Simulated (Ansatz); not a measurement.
# Convergence study of the k-point mesh for RbCrSe2 (R3m, 4 atoms in the cell)

```xyz
4
Lattice="1.9370 1.1183 7.7830 -1.9370 1.1183 7.7830 0.0000 -2.2366 7.7830" Properties=species:S:1:pos:R:3 pbc="T T T"
Rb     0.0000     0.0000     3.9241
Cr     0.0000     0.0000    23.2965
Se     0.0000     0.0000     9.0733
Se     0.0000     0.0000    14.1832
```
Moments meant for the start (each program seeds them in its own way; μB, in the order of the atoms Rb Cr Se Se): 0.0 3.0 0.0 0.0.

Method of the run: PBEsol, default PAW files made with PBE (plane waves; Ansatz, a first-principles code).

Base settings: basis.ecutwfc = 420 eV; kpoints.mp_grid.grid = 6 6 6; hamiltonian.xc = pbesol; hamiltonian.pseudopotentials = {kind: paw} (the program's default PAW files); magnetization.spin_polarized = true; scf.occupations.method = fermi_dirac; scf.occupations.width = 0.05 eV.

The second cell is the first with its lattice scaled by 0.98.

Only quantities that move along the ladder and can be compared are tabulated.

The count of work is k-points × plane waves × bands × iterations; it is no time. Core times come from one kind of shared machine, to one figure; runs under 30 s give none.

The starting cell comes from a database of computed structures (which also holds hypothetical and non-ambient phases and stackings), without a prior relaxation at this level. Its lattice was rescaled by up to half a per cent. One atom was moved a little off its site on purpose. With one magnetic atom in the cell only a parallel order is possible. In the base run, with a pressure of about -3 GPa the cell is away from its equilibrium volume at this level. Ansatz's pressure includes its estimate of the finite-basis (Pulay) stress.

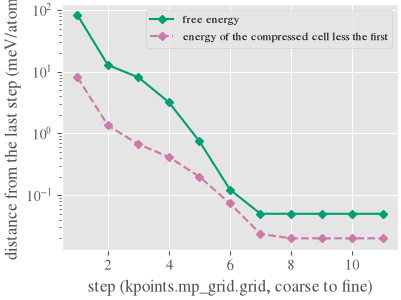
Distance from the last step along the ladder; very small values are drawn at a floor.

| kpoints.mp_grid.grid | free energy less the last step's (meV/atom) | energy of the compressed cell less the first (meV/atom) | pressure (GPa) | largest difference of a force vector from the last step's (eV/Å) | count of work / last | core time / last (rough) |
|---|---|---|---|---|---|---|
| 2 2 2 | 83.16 | -7.19 | -2.29 | 0.598 | 0.0066 | – |
| 3 3 3 | 12.83 | -14.03 | -2.96 | 0.055 | 0.0100 | – |
| 4 4 4 | 8.10 | -14.70 | -3.03 | 0.016 | 0.022 | – |
| 5 5 5 | 3.20 | -14.96 | -3.05 | 0.004 | 0.032 | – |
| 6 6 6 | 0.75 | -15.17 | -3.07 | 0.004 | 0.053 | – |
| 7 7 7 | 0.12 | -15.30 | -3.08 | 0.001 | 0.073 | 0.08 |
| 8 8 8 | 0.05 | -15.35 | -3.09 | 0.000 | 0.11 | 0.1 |
| 9 9 9 | 0.04 | -15.36 | -3.09 | 0.000 | 0.17 | 0.2 |
| 11 11 11 | 0.00 | -15.37 | -3.09 | 0.000 | 0.30 | 0.3 |
| 13 13 13 | 0.00 | -15.37 | -3.09 | 0.000 | 0.38 | 0.4 |
| 14 14 14 | 0.00 | -15.37 | -3.09 | 0.000 | 0.59 | 0.6 |
| 17 17 17 | 0.00 | -15.37 | -3.09 | 0.000 | 1.0 | 1 |

Coarsest kpoints.mp_grid.grid that holds the forces within 0.005 eV/Å of the last step, with all finer ones: 5 5 5, at 0.032 of the last step's count of work; the step before is off by 0.016 eV/Å.

Coarsest kpoints.mp_grid.grid that holds the pressure within 0.1 GPa of the last step, with all finer ones: 4 4 4, at 0.022 of the last step's count of work; the step before is off by 0.13 GPa.

Coarsest kpoints.mp_grid.grid that holds the energy of the compressed cell less the first within 0.5 meV/atom of the last step, with all finer ones: 5 5 5, at 0.032 of the last step's count of work; the step before is off by 0.67 meV/atom.

The energy difference between the two cells stays within 1 meV/atom of the last step's from 4 4 4 on, the total only from 6 6 6 on: much of the error is common to both cells and cancels.

Left out of this page: 1 run of the series stopped by limits of time or memory.

Keys are those of Ansatz 0.2.
